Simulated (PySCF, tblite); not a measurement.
# C7H13BOSi: geometry, infrared bands and NMR shifts

What infrared bands and NMR shifts should C7H13BOSi (`B/C=C1/C=C[Si@H]1OC(C)C`) show?

Programs: tblite 0.8.0 and PySCF 2.14.0, with density-fitted response routines of our own. Each step states its level of theory. These are calculated values for one molecule in the gas phase, unless marked as measured. Atoms are numbered from 0 throughout.

### Step 1. The molecule as given

23 atoms, charge 0, multiplicity 1; geometry from: force field or distance geometry start.

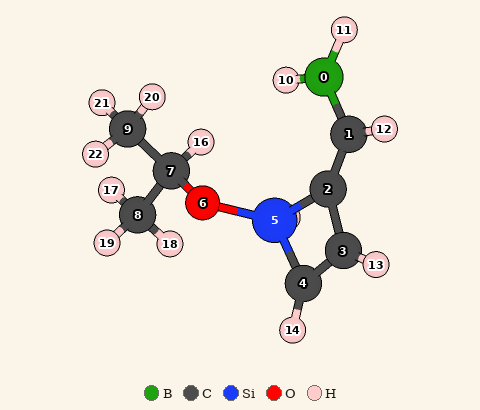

As it starts; boron green, carbon dark grey, silicon blue, oxygen red, hydrogen pink, atoms numbered.

### Step 2. Optimising the geometry with GFN2-xTB

The job: settings as JSON, then the geometry in Å.

```
{"job": {"kind": "relax", "xc": "GFN2-xTB", "basis": "xTB"}, "charge": 0, "multiplicity": 1}
B     -1.790600     2.051700     1.266500
C     -2.683100     0.893400     0.692100
C     -2.162900    -0.299000     0.366700
C     -2.779200    -1.560100    -0.210500
C     -1.632100    -2.324100    -0.292100
Si    -0.604700    -1.051000     0.356500
O      0.433400    -0.363500    -0.860600
C      1.596700     0.204000    -0.270400
C      2.713700    -0.851100    -0.206200
C      2.028500     1.377800    -1.135300
H     -0.639000     1.918800     1.419800
H     -2.307500     3.081800     1.549000
H     -3.744500     1.061900     0.590800
H     -3.799100    -1.800700    -0.461000
H     -1.430100    -3.317600    -0.643600
H     -0.008600    -1.326000     1.688800
H      1.417700     0.614500     0.752000
H      3.634700    -0.402000     0.205700
H      2.407100    -1.683100     0.461100
H      2.926800    -1.252300    -1.213300
H      1.219900     2.145400    -1.172300
H      2.939900     1.857700    -0.710500
H      2.258200     1.050400    -2.163300
```

The run is started by

```console
> OMP_NUM_THREADS=1 python probes_run.py task.json out
```

This one command runs all jobs of the session in turn.

**Question.** This job is followed by: GFN2-xTB harmonic vibrations, gas phase; GIAO PBE0/pcSseg-1 NMR shielding, non-relativistic, gas phase. Predict these results of the whole session: strongest single infrared mode (GFN2-xTB); zero-point energy (GFN2-xTB); 13C shifts against TMS (PBE0/pcSseg-1); 1H shifts against TMS (PBE0/pcSseg-1, means over atoms taken as alike); 11B shifts against BF3·OEt2 (PBE0/pcSseg-1); 29Si shifts against TMS (PBE0/pcSseg-1); 17O shifts against H2O (PBE0/pcSseg-1); surface potential, least and greatest.

As calculated:

| quantity | value |
| --- | --- |
| strongest single infrared mode (GFN2-xTB) | 2247 cm⁻¹, 323 km/mol |
| zero-point energy (GFN2-xTB) | 112.2 kcal/mol |
| 13C shifts against TMS (PBE0/pcSseg-1) | 209.7, 180.8, 170.8, 143.5, 70.2, 27.8, 27.0 ppm |
| 1H shifts against TMS (PBE0/pcSseg-1, means over atoms taken as alike) | 8.16, 8.05, 7.42, 6.69, 5.70, 4.25, 1.31, 1.27 ppm |
| 11B shifts against BF3·OEt2 (PBE0/pcSseg-1) | 68.2 ppm |
| 29Si shifts against TMS (PBE0/pcSseg-1) | -23.7 ppm |
| 17O shifts against H2O (PBE0/pcSseg-1) | 81.3 ppm |
| surface potential, least and greatest | -1.00 V and 0.99 V |

**Reading.** The optimisation took 96 steps and gained 1.268 eV; among the close pairs (by a distance rule), C2–Si5 changed most, from 1.730 to 1.912 Å. The lowest mode is imaginary (27i cm⁻¹), so the xTB geometry is not a minimum. The strongest single mode, at 2247 cm⁻¹, moves mainly H15. GFN2-xTB is a fitted tight-binding method: band positions and strengths are rough. Its intensities can rank the bands wrongly. At PBE0/pcSseg-1: The widest tensor belongs to C4: span 264 ppm, with a paramagnetic part of -256 ppm. At PBE0/pcSseg-1, counted by nearest atom on the grid, the HOMO lies on C1 33 %; C4 22 %, the LUMO on B0 26 %; C2, C4 about 20 % each.
